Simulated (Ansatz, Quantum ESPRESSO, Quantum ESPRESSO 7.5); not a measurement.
# 1T-PbF2, 1 layer: response to a perpendicular field

How does 1T-PbF2, 1 layer respond to a gate-like field without added charge?

Method: plane-wave DFT, vdW-DF-cx, GBRV ultrasoft pseudopotentials made under PBE (geometry and cross-check by Ansatz 0.2.0 with PAW datasets; geometry under PBE), in Quantum ESPRESSO 7.5.

## 1. Starting point

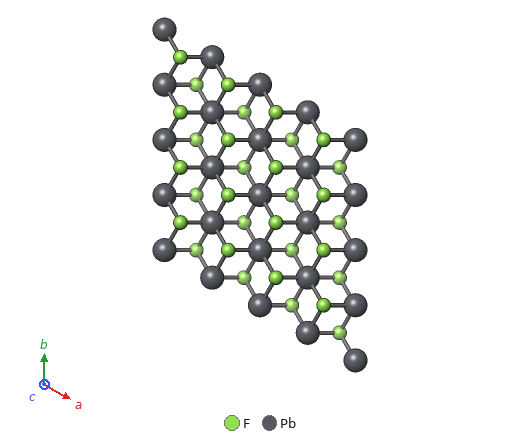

The cell as given, from above (fluorine green, lead dark grey). 4×4×1 cells are drawn. Some periodic images of atoms are drawn too.

The cell holds 3 atoms: 2 F and 1 Pb. Its edges and angles: a = 2.749 Å, b = 2.749 Å, c = 19.357 Å, α = 90.0°, β = 90.0°, γ = 120.0°. It derives from PbF2. Vacuum lies along c.

This sheet is a model structure: its symmetry is held, and its stability is not tested here.

## 2. Geometry from Ansatz

The geometry comes first, from a plane-wave PAW code, so that the later runs on this slab share one structure.

Contents of input.yaml:

```yaml
crystal:
  lattice:
    - [2.749142, 0.0, 0.0]
    - [-1.374571, 2.3808268106, 0.0]
    - [0.0, 0.0, 19.3573446259]
  atoms:
    - { symbol: F, position: [0.6666666667, 0.3333333333, 0.4391098141] }
    - { symbol: Pb, position: [0.0, 0.0, 0.5] }
    - { symbol: F, position: [0.3333333333, 0.6666666667, 0.5608901859] }
kpoints:
  mp_grid: { grid: [12, 12, 1] }
hamiltonian:
  xc: pbe
scf:
  occupations: { method: fermi_dirac, width: 0.05 }
  convergence: { dr2_threshold: 1.0e-08 }
efield:
  axis: 3
  dipole_correction: true
  ramp_position: 0.97
  ramp_width: 0.04
relax:
  f_tol: 0.01
  cell: { fix: [c, alpha, beta] }
output:
  write_potential: true
  write_density: true
  volumetric_format: npy
```

Command:

```sh
> ansatz run input.yaml --threads 4 --pin off --max-ram 8192MiB --backend cpu --events-out ev --progress --plain --runs-dir out
```

Numbers of over 12 decimals in the logs are rounded to 6 here.

The log of the run:

```text
Warning: relax.cell: scf.convergence.dr2_threshold = 1e-8 eV is looser than the 3e-10 eV advised for a relaxation that steers and ends on the stress (1e-10 eV for each atom of the cell: 3). What an SCF threshold leaves in a stress goes as its square root, and in the free energy as the threshold itself, and one threshold admits the most on a small cell: [figures from the program's tests cut] Set scf.convergence.dr2_threshold to 3e-10 eV or tighter. The threshold is an SCF's pass mark: one that does not reach it within its budget of iterations ends unconverged, or closes short of it on a stop that the run arms, and scf.convergence.dr2_threshold's page says what that costs each kind of run
Engine: ansatz 0.2.0, aarch64-unknown-linux-gnu
Pseudopotentials: kind: paw
Pseudopotential: F, paw, valence charge 7, recommended cutoff 420 eV (normal), F.paw.azcp
Pseudopotential: Pb, paw, valence charge 14, recommended cutoff 420 eV (normal), Pb.paw.azcp
Functional definition: PBE
  parameter kappa = 0.804
  parameter beta = 0.066725
  exchange = pbe_x(kappa = kappa, mu = beta*pi^2/3)
  correlation = pbe_c(beta = beta)
Crystal: 3 atoms, lattice volume = 126.698 Å³
Basis set: ecut = 420 eV, 2483 PW (Γ), exchange–correlation on 40×40×270 points (8 copies of the dense FFT grid, shifted against one another)
Bands: 18, of which v1, the nominal top of the filled ones, is band 14 counted from 1 (13 counted from 0)
Symmetry: 6 space group operations
k-points: 19 of 144 (time reversal used)
Non-local potential: F, projectors of the file, l = 0: 2, l = 1: 2, l = 2: 1
Non-local potential: Pb, projectors of the file, l = 0: 2, l = 1: 2, l = 2: 2, l = 3: 2
PAW form: soft (Blöchl's): semilocal exchange-correlation on the pseudo side does not see the compensation charge
PAW one-centre angular grid: F, 110 points (default); XC on 64 Gauss nodes
PAW one-centre angular grid: Pb, 590 points (default); XC on 64 Gauss nodes
Initial density: superposition of atomic densities (neutral atoms: chi_scale 0, normalization atom), corrected by the library's trained network
Initial wavefunctions: pseudopotential atomic-orbital guess
Functional: x = pbe(κ = 0.804, μ = 0.219515), c = pbe(β = 0.066725)
SCF iter   1: F=—  HF=-13512.198789 eV  |F-HF|=—  |Δ(HF+E_count)|=         —  Δρ=1.38e-2  dr2=1.42e-1  ethr=1.77e-3  p=-0.000 e·Å  D=-3.59e-4 V/Å  ΔV_dip=0.01 eV  dr2_dipole=1.32e-7  V_vac-E_F(+/−)=2.93/2.92 eV  ⟨swp⟩=9.8  Hψ=2748  notcnv=0
efield: sawtooth ramp at fractional position 0.9700 (set: `efield.ramp_position`, or a place that a band, a saddle search or an elastic batch's reference lends), width 0.0400; the density the first Hamiltonian is built on has a dipole p = -0.000 e·Å; the dipole correction subtracts the counter field D = -3.59e-4 V/Å, which shifts the + side's vacuum level by +0.01 eV against the − side's; the planar-averaged density in the ramp window peaks in size at 7.4e-5 e/Å³
preconditioner: auto → LDOS  [metal: Δε(μ)=0.111 eV  Ē_g=20.343 eV  σ=0.050 eV  W_gap=0.47  n_scr=12 (ndim 8)  ℏωp=17.5 eV  f_vac=0.739  D(μ)=0.32/eV (n_scr^D=4)  β→1.0]
SCF iter   2: F=—  HF=-13512.197205 eV  |F-HF|=—  |Δ(HF+E_count)|=   1.58e-3  Δρ=1.14e-2  dr2=8.65e-2  ethr=5.09e-4  p=0.000 e·Å  D=9.24e-5 V/Å  ΔV_dip=-0.00 eV  dr2_dipole=6.11e-8  V_vac-E_F(+/−)=2.05/2.05 eV  ⟨swp⟩=3.9  Hψ=1045  notcnv=0
SCF iter   3: F=—  HF=-13512.168123 eV  |F-HF|=—  |Δ(HF+E_count)|=   2.91e-2  Δρ=7.96e-4  dr2=5.96e-4  ethr=3.09e-4  p=-0.000 e·Å  D=-2.44e-5 V/Å  ΔV_dip=0.00 eV  dr2_dipole=2.20e-9  V_vac-E_F(+/−)=2.52/2.52 eV  ⟨swp⟩=4.0  Hψ=967  notcnv=0
SCF iter   4: F=—  HF=-13512.168032 eV  |F-HF|=—  |Δ(HF+E_count)|=   9.10e-5  Δρ=3.07e-4  dr2=7.26e-5  ethr=2.13e-6  p=0.000 e·Å  D=1.32e-5 V/Å  ΔV_dip=-0.00 eV  dr2_dipole=1.90e-9  V_vac-E_F(+/−)=2.47/2.47 eV  ⟨swp⟩=3.8  Hψ=891  notcnv=0
SCF iter   5: F=—  HF=-13512.168023 eV  |F-HF|=—  |Δ(HF+E_count)|=   8.98e-6  Δρ=6.60e-5  dr2=2.86e-6  ethr=2.59e-7  p=-0.000 e·Å  D=-5.43e-6 V/Å  ΔV_dip=0.00 eV  dr2_dipole=5.18e-10  V_vac-E_F(+/−)=2.47/2.47 eV  ⟨swp⟩=3.3  Hψ=777  notcnv=0
SCF iter   6: F=—  HF=-13512.168026 eV  |F-HF|=—  |Δ(HF+E_count)|=   3.20e-6  Δρ=2.62e-5  dr2=4.40e-7  ethr=1.02e-8  p=0.000 e·Å  D=1.43e-5 V/Å  ΔV_dip=-0.00 eV  dr2_dipole=1.90e-9  V_vac-E_F(+/−)=2.47/2.47 eV  ⟨swp⟩=3.5  Hψ=739  notcnv=0
SCF iter   7: F=—  HF=-13512.168026 eV  |F-HF|=—  |Δ(HF+E_count)|=   2.33e-8  Δρ=8.33e-6  dr2=5.19e-8  ethr=1.57e-9  p=-0.000 e·Å  D=-8.51e-6 V/Å  ΔV_dip=0.00 eV  dr2_dipole=8.93e-10  V_vac-E_F(+/−)=2.47/2.47 eV  ⟨swp⟩=2.9  Hψ=670  notcnv=0
SCF iter   8: F=-13512.168026 eV  HF=-13512.168026 eV  |F-HF|=2.05e-9  |Δ(HF+E_count)|=   4.32e-9  Δρ=1.67e-6  dr2=3.19e-9  ethr=3.57e-11  p=0.000 e·Å  D=5.34e-6 V/Å  ΔV_dip=-0.00 eV  dr2_dipole=2.01e-10  V_vac-E_F(+/−)=2.47/2.47 eV  ⟨swp⟩=12.8  Hψ=3099  notcnv=0
SCF 1 converged in 8 iterations: F = -13512.168026 eV  dr2 = 3.19e-9
  greatest PAW one-centre occupation: 0.994 electrons in one spin orbital (limit 2), on the Pb atom at site 1 (counted from 0), in its partial waves of l = 2
relax step   1: F+E_penalty+E_count = -13512.16802583 eV  Δ(F+E_penalty+E_count) = +0.000e0 eV  max|allowed force component| = 1.525e1 eV/Å  Δτ_max = 0.0000 Å  P = +51.035 GPa  Ω = 126.698 Å³  fix = [c, alpha, beta]  reactions: c +45.445 GPa  (8 SCF iters, accepted)
Crystal: 3 atoms, lattice volume = 133.816 Å³
Basis set: ecut = 420 eV, 2645 PW (Γ), exchange–correlation on 40×40×270 points (8 copies of the dense FFT grid, shifted against one another)
Initial density: handed on by an earlier stage of this run
Initial wavefunctions: those handed on with the density
iter 1 solved again at ethr=2.18e-3 eV; its pass at ethr=3.10e-3 eV (dr2=6.10e-1 eV) is discarded
SCF iter   1: F=—  HF=-13518.410206 eV  |F-HF|=—  |Δ(HF+E_count)|=         —  Δρ=1.98e-2  dr2=6.10e-1  ethr=2.18e-3  p=0.000 e·Å  D=1.10e-5 V/Å  ΔV_dip=-0.00 eV  dr2_dipole=4.61e-10  V_vac-E_F(+/−)=4.09/4.09 eV  ⟨swp⟩=1.0  Hψ=2954  notcnv=0
efield: sawtooth ramp at fractional position 0.9700 (set: `efield.ramp_position`, or a place that a band, a saddle search or an elastic batch's reference lends), width 0.0400; the density the first Hamiltonian is built on has a dipole p = 0.000 e·Å; the dipole correction subtracts the counter field D = 1.10e-5 V/Å, which shifts the + side's vacuum level by -0.00 eV against the − side's; the planar-averaged density in the ramp window peaks in size at 4.4e-6 e/Å³
[...]
relax step  22: F+E_penalty+E_count = -13524.29516001 eV  Δ(F+E_penalty+E_count) = -8.235e-4 eV  max|allowed force component| = 1.329e-3 eV/Å  Δτ_max = 0.0175 Å  P = +0.040 GPa  Ω = 264.857 Å³  energy of the carried Pulay correction = -1.957e-3 eV  fix = [c, alpha, beta]  reactions: c +0.000 GPa  (7 SCF iters, accepted)
relax step  23: F+E_penalty+E_count = -13524.29458453 eV  Δ(F+E_penalty+E_count) = +5.755e-4 eV  max|allowed force component| = 8.132e-4 eV/Å  Δτ_max = 0.0076 Å  P = +0.004 GPa  Ω = 266.127 Å³  energy of the carried Pulay correction = -2.790e-3 eV  fix = [c, alpha, beta]  reactions: c +0.004 GPa  (6 SCF iters, accepted)
iter 1 solved again at ethr=3.32e-8 eV; its pass at ethr=3.10e-3 eV (dr2=9.31e-6 eV) is discarded
SCF iter   1: F=—  HF=-13524.297204 eV  |F-HF|=—  |Δ(HF+E_count)|=         —  Δρ=8.03e-5  dr2=2.43e-6  ethr=3.32e-8  p=-0.000 e·Å  D=-6.18e-6 V/Å  ΔV_dip=0.00 eV  dr2_dipole=6.03e-11  V_vac-E_F(+/−)=5.21/5.21 eV  ⟨swp⟩=4.4  Hψ=3228  notcnv=0
efield: sawtooth ramp at fractional position 0.9700 (set: `efield.ramp_position`, or a place that a band, a saddle search or an elastic batch's reference lends), width 0.0400; the density the first Hamiltonian is built on has a dipole p = -0.000 e·Å; the dipole correction subtracts the counter field D = -6.18e-6 V/Å, which shifts the + side's vacuum level by +0.00 eV against the − side's; the planar-averaged density in the ramp window peaks in size at 3.6e-7 e/Å³
preconditioner: auto → Resta (q_TF=auto, 1.875 Å⁻¹)  ε∞=1.6  [insulator: Δε(μ)=3.462 eV  Ē_g=16.034 eV  σ=0.050 eV  W_gap=1.00  n_scr=28 (ndim 8)  ℏωp=12.0 eV  f_vac=0.767  D(μ)=0.00/eV (n_scr^D=0)  ε∞_Penn≈1.6  vacuum switching on, ρ_ref=1.9e-2 e/Å³]
SCF iter   2: F=—  HF=-13524.297339 eV  |F-HF|=—  |Δ(HF+E_count)|=   1.35e-4  Δρ=3.55e-5  dr2=1.02e-6  ethr=8.66e-9  p=-0.000 e·Å  D=-9.26e-6 V/Å  ΔV_dip=0.00 eV  dr2_dipole=4.51e-11  V_vac-E_F(+/−)=5.21/5.21 eV  ⟨swp⟩=2.0  Hψ=608  notcnv=0
SCF iter   3: F=—  HF=-13524.297400 eV  |F-HF|=—  |Δ(HF+E_count)|=   6.04e-5  Δρ=1.99e-5  dr2=2.01e-7  ethr=3.64e-9  p=-0.000 e·Å  D=-6.47e-6 V/Å  ΔV_dip=0.00 eV  dr2_dipole=4.63e-11  V_vac-E_F(+/−)=5.21/5.21 eV  ⟨swp⟩=2.0  Hψ=456  notcnv=0
iter 4 met the thresholds in force, and the SCF goes on: an eigenvalue changes by 3.51 meV, over its tolerance of 3.16 meV (output.eigenvalues, Limitations)
SCF iter   4: F=-13524.297430 eV  HF=-13524.297429 eV  |F-HF|=4.73e-7  |Δ(HF+E_count)|=   2.94e-5  Δρ=1.48e-6  dr2=2.03e-9  ethr=3.57e-11  p=-0.000 e·Å  D=-8.86e-6 V/Å  ΔV_dip=0.00 eV  dr2_dipole=2.38e-11  V_vac-E_F(+/−)=5.21/5.21 eV  ⟨swp⟩=11.2  Hψ=2922  notcnv=0
iter 5 met the thresholds in force, and the SCF goes on: an eigenvalue changes by 7.66 meV, over its tolerance of 3.16 meV (output.eigenvalues, Limitations)
SCF iter   5: F=-13524.297430 eV  HF=-13524.297430 eV  |F-HF|=3.24e-8  |Δ(HF+E_count)|=   4.38e-7  Δρ=1.23e-6  dr2=3.86e-9  ethr=7.25e-12  p=-0.000 e·Å  D=-5.09e-6 V/Å  ΔV_dip=0.00 eV  dr2_dipole=1.92e-10  V_vac-E_F(+/−)=5.21/5.21 eV  ⟨swp⟩=7.5  Hψ=2387  notcnv=0
Mixer restart at iter 5: flushing history
SCF iter   6: F=-13524.297430 eV  HF=-13524.297430 eV  |F-HF|=5.45e-8  |Δ(HF+E_count)|=   4.68e-8  Δρ=4.17e-6  dr2=5.38e-8  ethr=7.25e-12  p=-0.000 e·Å  D=-2.13e-5 V/Å  ΔV_dip=0.00 eV  dr2_dipole=3.47e-9  V_vac-E_F(+/−)=5.21/5.21 eV  ⟨swp⟩=3.1  Hψ=682  notcnv=0  κ⁻¹=1.0e0(r=1)
SCF iter   7: F=-13524.297430 eV  HF=-13524.297430 eV  |F-HF|=7.09e-11  |Δ(HF+E_count)|=   1.13e-8  Δρ=1.39e-7  dr2=7.15e-11  ethr=7.25e-12  p=-0.000 e·Å  D=-6.89e-6 V/Å  ΔV_dip=0.00 eV  dr2_dipole=7.00e-12  V_vac-E_F(+/−)=5.21/5.21 eV  ⟨swp⟩=6.1  Hψ=2217  notcnv=0
SCF 24 converged in 7 iterations: F = -13524.297430 eV  dr2 = 7.15e-11
relax step  24: F+E_penalty+E_count = -13524.29742974 eV  Δ(F+E_penalty+E_count) = -2.845e-3 eV  max|allowed force component| = 1.071e-3 eV/Å  Δτ_max = 0.0000 Å  P = +0.010 GPa  Ω = 266.127 Å³  fix = [c, alpha, beta]  reactions: c +0.001 GPa  stress off target by 1.43e-2 GPa on what of the cell is left free  SCF on the basis re-selected at this cell (its energy is not comparable with the rows above)  (7 SCF iters)
basis re-selected at this cell: Δ(F+E_penalty+E_count) = -2.845e-3 eV, ΔP = +0.006 GPa vs the last step (what re-selecting the basis moved, of the pressure what is left beyond the Pulay correction that the steps carried, after the strain that the cell walked since its last selection, with what the two solves' SCF thresholds leave and, on support functions, any second-order correction that the steps lacked; it is no m [...]
WARN: The output density's exchange-correlation potential varies sharply where the density is thin. Do not read a vacuum level from v_tot or v_xc, or from such a field of the output density. On a cell that repeats whose density bears no net charge and no dipole along the vacuum's axis use v_es (v_loc + v_h of the components); under efield.dipole_correction with no amplitude use v_es + v_field, which holds any externa [...]
SCF converged after 7 iterations
an eigenvalue changed by more than its tolerance at an iteration that met the thresholds in force, so the SCF went on 2 times, its first undamped step at iteration 5: the last check found none over its tolerance
Free energy (F): -13524.297430 eV
Harris-Foulkes:  -13524.297430 eV  (|F-HF|=7.09e-11)
Internal energy: -13524.297430 eV  (E = F + TS)
E sigma→0 (E₀):  -13524.297430 eV
Fermi energy:    -2.820064 eV
Dipole field:    D = -0.000010 V/Å  (p = -0.000015 e·Å, saw-weighted, corrected)
Work function:   Φ+ = 5.2144 eV   Φ− = 5.2142 eV
Levels:          The Fermi level and band energies are counted from a zero that moves with the ramp; work functions are not
--- Per-component energies (eV) ---
  E_band       = -395.687076
  E_kinetic    = 697.028813
  E_local      = -14278.351863  (includes V_loc(G=0)·N_el)
  E_nonlocal   = 496.969039
  E_hartree    = 6742.436501
  E_xc         = -380.956304
  E_vxc        = -337.201267  (∫ρ·V_xc dr)
  E_paw        = -10801.971047  (= ΣΔE_a)
  E_vpaw       = -459.008878  (= ΣTr[D̂ρ^β])
  E_aug_tail   = 0.004111  (compensation charges beyond the density's cutoff)
  E_efield     = 0.000000  (sawtooth field / dipole correction)
  E_vefield    = 0.000054  (∫n·V_field dr)
  E_ewald      = 4000.543320
  E_smearing   = -0.000000  (= −TS)
  E_closure    = -0.000000  (closes the sum)
  Σ components = -13524.297430   (vs F -13524.297430, Δ=0.00e0)
--- Forces (eV/Å), atoms counted from 1 ---
  atom   1  F      0.00000000     0.00000000    -0.00106967
  atom   2  Pb    -0.00000000    -0.00000000     0.00010388
  atom   3  F      0.00000000    -0.00000000     0.00096875
  max |Σ_I F_I| component: 2.96e-6 eV/Å
--- Stress (GPa, compression-positive) ---
        0.014337       0.000000      -0.000000
        0.000000       0.014337      -0.000000
       -0.000000      -0.000000       0.000799
  P = ⅓ Tr σ = 0.0098 GPa (0.098 kbar)
--- Band table (eV; the first three rows and the last of 19) ---
  k-point 0: bands = [... 10 lower, -6.7537, -6.7537, -6.4137, -5.9721, -1.1309, 1.9623, 2.4819, 2.7351]
  k-point 1: bands = [... 10 lower, -6.7292, -6.6850, -6.3814, -5.8850, -1.0317, 1.9493, 2.5671, 2.6061]
  k-point 2: bands = [... 10 lower, -6.6901, -6.5988, -6.3356, -5.6497, -0.7625, 1.6615, 2.5686, 2.8202]
  k-point 18: bands = [... 10 lower, -7.0814, -6.2847, -6.2846, -4.5929, 0.8597, 1.5474, 1.5474, 5.3539]
--- Relaxed structure (20 steps of the walk, 19 accepted, 4 SCFs on fresh bases) ---
  F+E_penalty+E_count = -13524.29742974 eV   max|allowed force component| = 1.071e-3 eV/Å   (the final SCF, on the basis selected at the relaxed cell)
  cell:  # Å, volume = 266.1272 Å³
    - [3.984341, 0, 0]
    - [-1.992170, 3.450540, 0]
    - [0, 0, 19.3573446259]
  atoms:
    - { symbol: F, position: [0.666667, 0.333333, 0.448538] }
    - { symbol: Pb, position: [0, 0, 0.499999] }
    - { symbol: F, position: [0.333333, 0.666667, 0.551463] }
```

Wall time 67 s (4 threads of Arm Neoverse N1, shared host); peak memory 0.62 GiB.

Step by step (22 of 24):

```tsv
step	energy less that of the first step (eV)	largest force component (eV/Å)	pressure (GPa)	volume (Å³)
1	0.0000	15.2458	51.04	126.70
2	-5.9946	6.9656	26.71	133.82
3	-8.6386	2.8986	13.18	146.77
4	-9.7268	1.1152	6.02	160.34
5	-10.1404	0.2846	1.13	174.89
6	-10.1672	0.0411	-0.61	180.51
8	-10.1683	0.0003	-0.54	179.82
9*	-10.8522	0.0270	3.68	179.82
10	-11.2818	0.0167	2.67	195.23
11	-11.5620	0.1380	1.27	211.02
12	-11.6839	0.1385	-0.01	227.26
13	-11.6866	0.0662	-0.33	232.59
14	-11.6884	0.0679	0.03	231.31
15	-11.6886	0.0011	-0.15	231.93
16*	-11.9518	0.0126	1.16	231.93
17	-12.0242	0.0061	0.83	240.58
19	-12.0770	0.0094	-0.09	263.04
20	-12.0795	0.0025	-0.01	261.64
21*	-12.1263	0.0005	0.14	261.64
22	-12.1271	0.0013	0.04	264.86
23	-12.1266	0.0008	0.00	266.13
24*	-12.1294	0.0011	0.01	266.13
```

Relaxation steps marked * repeat the geometry before them on a plane-wave basis chosen anew for their cell, so energy and pressure can jump there. Other such steps can lie between the rows shown. Relaxation step 14 was tried and not accepted.

Forces are held to the 6 operations that the run works with; a distortion that breaks them can't arise in this run.

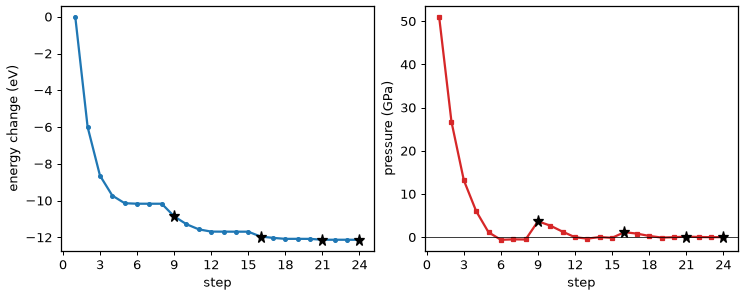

Energy and pressure along the relaxation. Stars mark steps on a basis chosen anew.

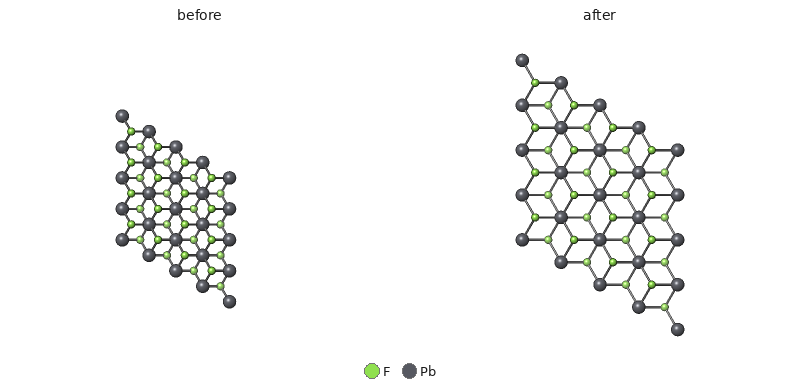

The structure before and after the relaxation, drawn at the same scale.

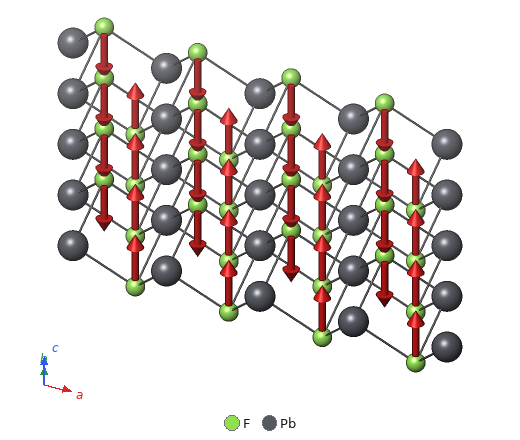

Displacements in the relaxation, exaggerated, measured against the changing cell; the longest in the cell stands for 0.18 Å. 4×4×1 cells are drawn. Some periodic images of atoms are drawn too.

```tsv
cell as run	before	after	change
a (Å)	2.749	3.984	+44.9 %
b (Å)	2.749	3.984	+44.9 %
```

The atoms that moved most (Å, along periodic axes as changes of fractional coordinates times the final cell, across vacuum about the mean position):

```tsv
atom	dx	dy	dz	length
F1	0.000	0.000	0.183	0.183
F3	0.000	0.000	-0.182	0.182
```

Final coordinates:

```xyz
3
Lattice="3.9843 0.0000 0.0000 -1.9922 3.4505 0.0000 0.0000 0.0000 19.3573" Properties=species:S:1:pos:R:3
F     1.9922    1.1502    8.6825
Pb    0.0000    0.0000    9.6787
F     0.0000    2.3004   10.6749
```

Numbers from this step:

| Item | Value |
| --- | --- |
| free energy | -13524.2974 eV |
| Fermi energy | -2.820 eV |
| gap by band count | 3.462 eV |
| symmetry operations | 6 |
| dipole along the normal | -1.47e-5 e·Å |
| vacuum level at the upper face over a Fermi level inside the gap | 5.214 eV |
| vacuum level at the lower face over a Fermi level inside the gap | 5.214 eV |

(Part 1 of 6 ends here.)

[Logs are printed without paths, hosts, clocks, repeated set-up lines and the standing remarks that a program may print on its own settings, such as how far it seeks lower states.]

[Hosts, paths, dates, database ids (printed as entryN), source tags and the programs' standing remarks are cut or masked in the printed files.]

[Maps of the electrostatic potential energy from Ansatz leave out the sawtooth potential of an applied field or a dipole correction, so their vacuum need not be flat; planar profiles and work functions include it.]
